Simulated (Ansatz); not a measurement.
## Frozen-phonon scan for Sc (fcc, Cu type)

Starting cell, Sc (fcc, Cu type):

```yaml
crystal:
  lattice:
    - [0.00000, 4.47236, 4.47236]
    - [2.23618, 2.23618, 4.47236]
    - [2.23618, 2.23618, 0.00000]
  atoms:
    - { symbol: Sc, position: [0.00000, 0.00000, 0.00000] }
    - { symbol: Sc, position: [0.50000, 0.00000, 0.00000] }
```

A phonon eigenvector at X = (0.5, 0.5, 0.0) is frozen into this cell: atom i moves by Q times the vector below, so Q is the largest atomic displacement, in Å. The cell is held. It is one choice among 2 degenerate patterns. (q is in reciprocal vectors of the primitive cell; the cell shown is doubled to hold the pattern.)

| atom | x | y | z |
|---|---|---|---|
| Sc1 | 0.000 | 1.000 | 0.000 |
| Sc2 | 0.000 | -1.000 | 0.000 |

Method: LDA (plane waves to 420 eV, PAW, scalar-relativistic; Ansatz, a program for electronic structure). k mesh 18×18×18 (Γ-centred), Fermi-Dirac smearing 0.05 eV. Energies are smeared free energies. With partly filled bands, energies and forces of such displacements shift with the k mesh and the smearing. Sc is run without spin polarisation. Sc was relaxed with its symmetry unable to fall. This is one of several known forms of Sc; the measured ambient cells at hand have space group No. 194. ΔE is measured from the undisplaced structure.

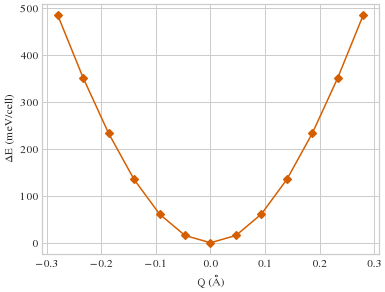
ΔE (meV/cell) against Q (Å); markers are the computed points, lines only join them.

Symmetry of the curve: even: the same for both signs. Space group of the distorted cell: Cmcm (No. 63), lowered from Fm-3m. Harmonic wavenumber from the curvature (finite differences): 207 cm⁻¹. Shape of the curve: a single well with its minimum at or next to zero displacement. Wavenumber by perturbation theory (DFPT, on another k mesh): 207 cm⁻¹.

E″ = 14.22 eV/Å², M = Σ mᵢ|uᵢ|² = 89.9 u, ν̃ = 521.5·√(|E″|/M).

(A displaced cell: forces are minus the slopes of the energy, force constants its curvatures, and phonons follow from these.)
